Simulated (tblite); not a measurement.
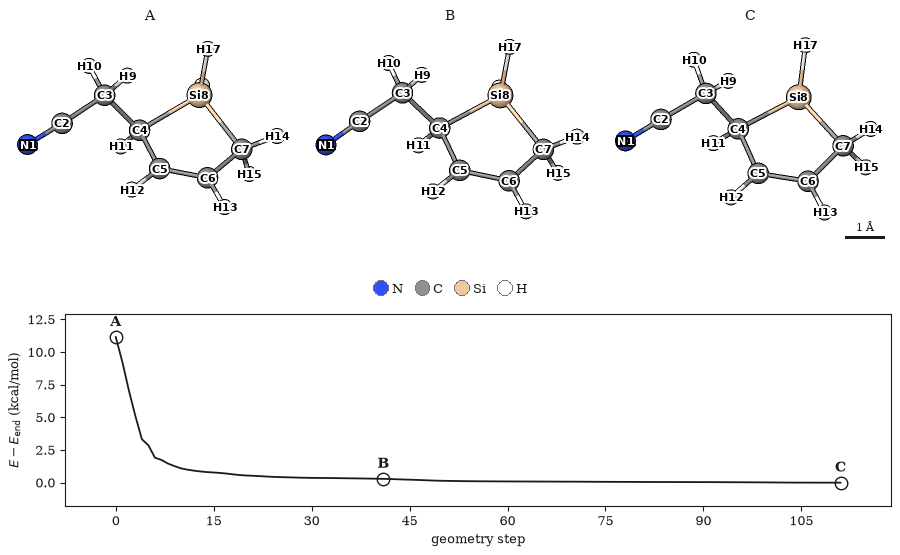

Frames of a relaxation of C6H9NSi, marked on the history of the run. A ball-and-stick model, seen at a tilt.

Computed with GFN2-xTB geometry optimisation, gas phase (tblite). 

What happens along the run?

Answer. After 111 geometry steps the energy has fallen by 11.2 kcal/mol. The largest move after the best rigid fit is that of an H atom, 0.54 Å. By element the largest moves are H 0.54 Å, Si 0.21 Å, C 0.16 Å, N 0.15 Å. Among the contacts that change: C–H 1.136 → 1.081 Å, C–Si 1.871 → 1.920 Å, C–C 1.278 → 1.321 Å, C–C 1.468 → 1.501 Å. Among the angles between lasting bonds that change: H–C–H 113.1° → 106.0°, C–C–H 113.3° → 107.4°, C–C–H 114.5° → 108.8°. Groups turn about C–Si by about 20°. The run took 0.8 s on 1 thread of Arm Neoverse V1 (shared host). From step 0 to 41: an H atom moves most (0.24 Å), energy −10.9 kcal/mol. From step 41 to 111: an H atom moves most (0.35 Å), energy −0.29 kcal/mol.

```json
{"step": "0", "E − E(0), kcal/mol": "0.00"}
{"step": "1", "E − E(0), kcal/mol": "-1.88"}
{"step": "2", "E − E(0), kcal/mol": "-4.07"}
{"step": "3", "E − E(0), kcal/mol": "-6.04"}
{"step": "4", "E − E(0), kcal/mol": "-7.82"}
{"step": "5", "E − E(0), kcal/mol": "-8.29"}
{"step": "6", "E − E(0), kcal/mol": "-9.24"}
{"step": "7", "E − E(0), kcal/mol": "-9.41"}
{"step": "8", "E − E(0), kcal/mol": "-9.69"}
{"step": "9", "E − E(0), kcal/mol": "-9.88"}
{"step": "10", "E − E(0), kcal/mol": "-10.06"}
{"step": "15", "E − E(0), kcal/mol": "-10.37"}
{"step": "21", "E − E(0), kcal/mol": "-10.62"}
{"step": "26", "E − E(0), kcal/mol": "-10.74"}
{"step": "31", "E − E(0), kcal/mol": "-10.79"}
{"step": "37", "E − E(0), kcal/mol": "-10.82"}
{"step": "42", "E − E(0), kcal/mol": "-10.87"}
{"step": "47", "E − E(0), kcal/mol": "-10.96"}
{"step": "53", "E − E(0), kcal/mol": "-11.03"}
{"step": "58", "E − E(0), kcal/mol": "-11.05"}
{"step": "63", "E − E(0), kcal/mol": "-11.06"}
{"step": "68", "E − E(0), kcal/mol": "-11.07"}
{"step": "74", "E − E(0), kcal/mol": "-11.08"}
{"step": "79", "E − E(0), kcal/mol": "-11.09"}
{"step": "84", "E − E(0), kcal/mol": "-11.10"}
{"step": "90", "E − E(0), kcal/mol": "-11.11"}
{"step": "95", "E − E(0), kcal/mol": "-11.12"}
{"step": "100", "E − E(0), kcal/mol": "-11.13"}
{"step": "106", "E − E(0), kcal/mol": "-11.15"}
{"step": "111", "E − E(0), kcal/mol": "-11.15"}
```
